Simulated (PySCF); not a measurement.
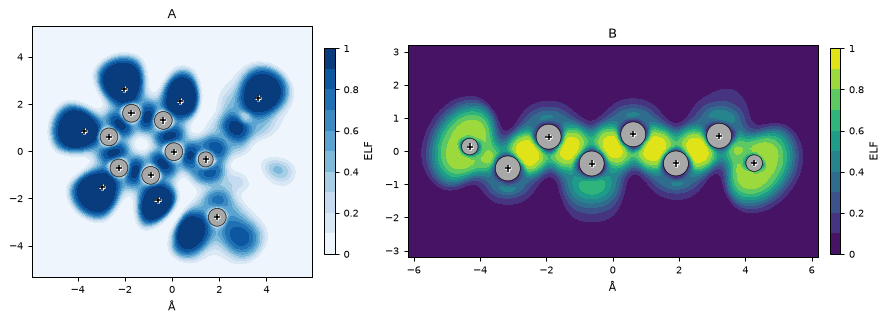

The electron localisation function of 2 systems, each on a plane through atoms (crosses mark nuclei in the plane; grey discs cover the cores).

All numbers below come from PySCF, PBE0/6-31G*, SCF density, gas phase, non-relativistic.

System 1: C$_{6}$H$_{3}$F$_{11}$ (SMILES FC(F)C(F)(F)C(F)(F)CC(F)(F)C(F)(F)F), the plane of atoms C7, C10 and C11. Geometry: GFN2-xTB.

```tsv
atom	x (Å)	y (Å)	z (Å)
F	-3.5163	0.4352	-1.0276
C	-3.2135	-0.4158	-0.0389
F	-4.1822	-0.3257	0.8846
C	-1.8527	-0.0445	0.6028
F	-1.6145	-0.9064	1.6198
F	-1.8843	1.1863	1.1463
C	-0.6585	-0.1369	-0.3960
F	-0.8714	0.7086	-1.4197
F	-0.6761	-1.3843	-0.9230
C	0.6638	0.1604	0.3160
C	1.8785	0.0442	-0.6076
F	2.0066	-1.1989	-1.1147
F	1.7999	0.8858	-1.6566
C	3.1843	0.3763	0.1758
F	4.2622	0.2905	-0.5854
F	3.1228	1.6119	0.6769
F	3.3315	-0.4613	1.2052
H	-3.1859	-1.4448	-0.4322
H	0.7833	-0.5509	1.1378
H	0.6174	1.1811	0.7059
```

System 2: C$_{12}$H$_{19}$N (SMILES CC(C)N(c1ccccc1)C(C)C), the plane of atoms C7, C6 and H21. Geometry: GFN2-xTB.

```xyz
32

C    -1.3044    1.3102    1.9790
C    -1.0441    1.3638    0.4671
C    -2.3408    1.6646   -0.2919
N    -0.3944    0.1727   -0.0529
C     0.9783    0.1840   -0.2516
C     1.5742   -0.6593   -1.1973
C     2.9365   -0.6450   -1.4166
C     3.7580    0.2201   -0.7145
C     3.1863    1.0706    0.2145
C     1.8252    1.0514    0.4498
C    -1.1460   -1.0741    0.0095
C    -0.3931   -2.1704    0.7671
C    -1.6292   -1.5789   -1.3596
H    -2.0719    0.5789    2.2216
H    -1.6399    2.2825    2.3311
H    -0.3964    1.0411    2.5133
H    -0.3637    2.1959    0.2620
H    -2.7308    2.6284    0.0262
H    -2.1452    1.7086   -1.3603
H    -3.1032    0.9128   -0.1070
H     0.9626   -1.3198   -1.7874
H     3.3597   -1.3102   -2.1565
H     4.8230    0.2320   -0.8904
H     3.8085    1.7525    0.7772
H     1.4295    1.7139    1.2038
H    -2.0434   -0.8465    0.5924
H     0.5021   -2.4777    0.2345
H    -0.0982   -1.8117    1.7509
H    -1.0385   -3.0370    0.8907
H    -1.9073   -0.7423   -1.9941
H    -2.5005   -2.2169   -1.2263
H    -0.8682   -2.1626   -1.8692
```

Question: Which map belongs to which system?

Answer: Panel A is system 2, C$_{12}$H$_{19}$N: the plane holds N, C and H. C–C (1.38 Å): the ELF peaks at about 0.95 between the atoms: a covalent bond. Panel B is system 1, C$_{6}$H$_{3}$F$_{11}$: the plane holds C and F. C–F (1.32 Å): the ELF peaks at about 0.85 between the atoms; a shared but strongly polarised pair.
